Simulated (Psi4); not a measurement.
**BP86-D3(BJ)/heavy-aug-cc-pVTZ (density fitting) run of BHBrCl (SMILES ClBBr)**

What is the electrostatic solvation energy at fixed shape (IEF-PCM, cyclohexane) of BHBrCl at BP86-D3(BJ)/heavy-aug-cc-pVTZ (density fitting)? 

The calculation is run with Psi4 1.11.

2 further runs of the same task are left out: 2 set aside as unsound or not needed.

## Step 1: The structure to begin with

BHBrCl: 4 atoms, total charge 0, spin state singlet. SMILES: `ClBBr`. The coordinates come from a PBE0-D4/def2-TZVP (4 decimals) relaxation.

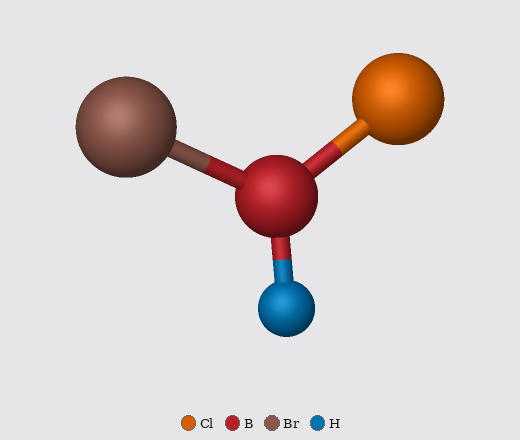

The structure, seen from a chosen angle (chlorine orange, boron red, bromine brown, hydrogen blue).

## Step 2: A single-point energy at BP86-D3(BJ)/heavy-aug-cc-pVTZ (density fitting)

bbrclh.sdf reads:

```

     RDKit          3D

  4  3  0  0  0  0  0  0  0  0999 V2000
   -1.5811   -0.5660    0.1675 Cl  0  0  0  0  0  0  0  0  0  0  0  0
   -0.0097    0.1063   -0.0980 B   0  0  0  0  0  0  0  0  0  0  0  0
    1.5293   -0.6648    0.6961 Br  0  0  0  0  0  0  0  0  0  0  0  0
    0.1169    1.0643   -0.7859 H   0  0  0  0  0  0  0  0  0  0  0  0
  2  1  1  0
  3  2  1  0
  4  2  1  0
M  END
$$$$
```

job.py reads:

```python
import psi4
from rdkit import Chem

psi4.set_memory(1600000000)
psi4.set_num_threads(1)
psi4.set_output_file('run.log', False)

rd = Chem.SDMolSupplier('bbrclh.sdf', removeHs=False, sanitize=False)[0]
xyz = rd.GetConformer().GetPositions()
atoms = '\n'.join(f'{a.GetSymbol()} {x:.4f} {y:.4f} {z:.4f}' for a, (x, y, z) in zip(rd.GetAtoms(), xyz))
mol = psi4.geometry('0 1\n' + atoms + '\nsymmetry c1')

psi4.set_options({
    'basis': 'heavy-aug-cc-pVTZ',
    'scf_type': 'mem_df',
})

energy_value, wavefunction = psi4.energy("bp86-d3bj", return_wfn=True)
print('E =', round(energy_value, 9))
```

On the command line:

```
$ python job.py
```

run.log:

```text
[...]
  Running in c1 symmetry.
[...]
  Nuclear repulsion =  187.288101137380011
[...]
  Multiplicity = 1
[...]
  Nalpha       = 29
  Nbeta        = 29
[...]
    Number of basis functions: 169
[...]
   @DF-RKS iter   1: -3059.87527715452916   -1.12865e+00   7.80425e-03 ADIIS/DIIS
[...]
   @DF-RKS iter   9: -3060.26536538883238   -1.10882e-07   4.26088e-07 DIIS
[...]
    Orbital Energies [Eh]
    ---------------------
    Doubly Occupied:
       1A   -481.176596     2A   -100.781712     3A    -61.867294
       4A    -55.780297     5A    -55.778756     6A    -55.777655
       7A     -9.216755     8A     -8.437127     9A     -7.038208
      10A     -7.034165    11A     -7.031155    12A     -6.617877
      13A     -6.310846    14A     -6.305886    15A     -6.302552
      16A     -2.515999    17A     -2.514927    18A     -2.512519
      19A     -2.508721    20A     -2.508470    21A     -0.796994
      22A     -0.738387    23A     -0.478602    24A     -0.392832
      25A     -0.382674    26A     -0.345835    27A     -0.294907
      28A     -0.291533    29A     -0.274984
[...]
  @DF-RKS Final Energy: -3060.26536538883238
   => Energetics <=
    Nuclear Repulsion Energy =            187.2881011373800106
    One-Electron Energy =               -4623.7352638931315596
    Two-Electron Energy =                1500.4673563220719643
    DFT Exchange-Correlation Energy =    -124.2797412157229218
    Empirical Dispersion Energy =          -0.0058177394304672
    VV10 Nonlocal Energy =                  0.0000000000000000
    Total Energy =                      -3060.2653653888323788
[...]
 Multipole Moments:
 ------------------------------------------------------------------------------------
     Multipole            Electronic (a.u.)      Nuclear  (a.u.)        Total (a.u.)
 ------------------------------------------------------------------------------------
 L = 1.  Multiply by 2.5417464519 to convert [e a0] to [Debye]
 Dipole X            :          6.4620376           -6.4586616            0.0033760
 Dipole Y            :         -1.7061120            1.8124857            0.1063737
 Dipole Z            :          2.2049409           -2.2828828           -0.0779419
 Magnitude           :                                                    0.1319156
[...]
```

Standard output:

```text
E = -3060.265365389
```

Run time: 7.5 s. Hardware: 1 thread of AMD EPYC 9R45 (Zen 5), shared host; peak memory 1.2 GiB.

## Step 3: The energy at BP86-D3(BJ)/heavy-aug-cc-pVTZ (density fitting, IEF-PCM cyclohexane)

calc.in reads:

```
memory 1600 mb

molecule geom {
  0 1
  Cl    -1.581100    -0.566000     0.167500
  B     -0.009700     0.106300    -0.098000
  Br     1.529300    -0.664800     0.696100
  H      0.116900     1.064300    -0.785900
  units angstrom
  symmetry c1
}

set {
  basis heavy-aug-cc-pVTZ
  scf_type mem_df
  pcm true
}

pcm = {
  Units = Angstrom
  Medium {
    SolverType = IEFPCM
    Solvent = Cyclohexane
  }
  Cavity {
    Type = GePol
    RadiiSet = UFF
    Scaling = False
    Area = 0.4
    Mode = Implicit
  }
}

E, wfn = energy("bp86-d3bj2b", return_wfn=True)
print_variables()
```

On the command line:

```
$ psi4 -i calc.in -o calc.out -n 1
```

calc.out:

```text
[...]
  Running in c1 symmetry.
[...]
  Nuclear repulsion =  187.288101137380011
[...]
  Multiplicity = 1
[...]
  Nalpha       = 29
  Nbeta        = 29
[...]
    Number of basis functions: 169
[...]
   @DF-RKS iter   1: -3059.88331333752467   -1.13601e+00   7.77942e-03 DIIS/ADIIS
[...]
   @DF-RKS iter   9: -3060.26582118617443   -4.38608e-08   2.79223e-07 DIIS
[...]
    Orbital Energies [Eh]
    ---------------------
    Doubly Occupied:
       1A   -481.173911     2A   -100.778935     3A    -61.864618
       4A    -55.777616     5A    -55.776067     6A    -55.774994
       7A     -9.214004     8A     -8.434460     9A     -7.035449
      10A     -7.031383    11A     -7.028434    12A     -6.614807
      13A     -6.308166    14A     -6.303183    15A     -6.299936
      16A     -2.513310    17A     -2.512224    18A     -2.509881
      19A     -2.506066    20A     -2.505829    21A     -0.794256
      22A     -0.735741    23A     -0.475391    24A     -0.389655
      25A     -0.379796    26A     -0.342859    27A     -0.292238
      28A     -0.288899    29A     -0.272704
[...]
  @DF-RKS Final Energy: -3060.26582118617443
   => Energetics <=
    Nuclear Repulsion Energy =            187.2881011373800106
    One-Electron Energy =               -4623.7347480387470569
    Two-Electron Energy =                1500.4669287011820416
    DFT Exchange-Correlation Energy =    -124.2798123397385979
    Empirical Dispersion Energy =          -0.0058177394304672
    VV10 Nonlocal Energy =                  0.0000000000000000
    PCM Polarization Energy =              -0.0004729068203631
    Total Energy =                      -3060.2658211861744348
[...]
 Multipole Moments:
 ------------------------------------------------------------------------------------
     Multipole            Electronic (a.u.)      Nuclear  (a.u.)        Total (a.u.)
 ------------------------------------------------------------------------------------
 L = 1.  Multiply by 2.5417464519 to convert [e a0] to [Debye]
 Dipole X            :          6.4628931           -6.4586616            0.0042315
 Dipole Y            :         -1.6889700            1.8124857            0.1235157
 Dipole Z            :          2.1924264           -2.2828828           -0.0904565
 Magnitude           :                                                    0.1531549
[...]
```

It took 13 s on 1 thread of AMD EPYC 9R45 (Zen 5), shared host; peak memory 1.1 GiB.

## Step 4: Outcome

At BP86-D3(BJ)/heavy-aug-cc-pVTZ (density fitting):

```
                                        quantity           value
                         gas phase: total energy  -3060.26537 Eh
                        gas phase: dipole moment          0.34 D
                          gas phase: HOMO energy        -7.48 eV
                          gas phase: LUMO energy        -2.93 eV
                        gas phase: HOMO–LUMO gap         4.56 eV
                    gas phase: dispersion energy   -15.27 kJ/mol
              IEF-PCM, cyclohexane: total energy  -3060.26582 Eh
             IEF-PCM, cyclohexane: dipole moment          0.39 D
               IEF-PCM, cyclohexane: HOMO energy        -7.42 eV
               IEF-PCM, cyclohexane: LUMO energy        -2.82 eV
             IEF-PCM, cyclohexane: HOMO–LUMO gap         4.60 eV
         IEF-PCM, cyclohexane: dispersion energy   -15.27 kJ/mol
IEF-PCM, cyclohexane: solvent term in the energy     -1.2 kJ/mol
energy change from gas to solvent at fixed shape       -0.012 eV
```

What this shows: The solvent model (IEF-PCM, cyclohexane) lowers the energy by 0.01 eV (−1.2 kJ/mol) at the same shape. It holds the electrostatic part alone, without cavity or dispersion terms.
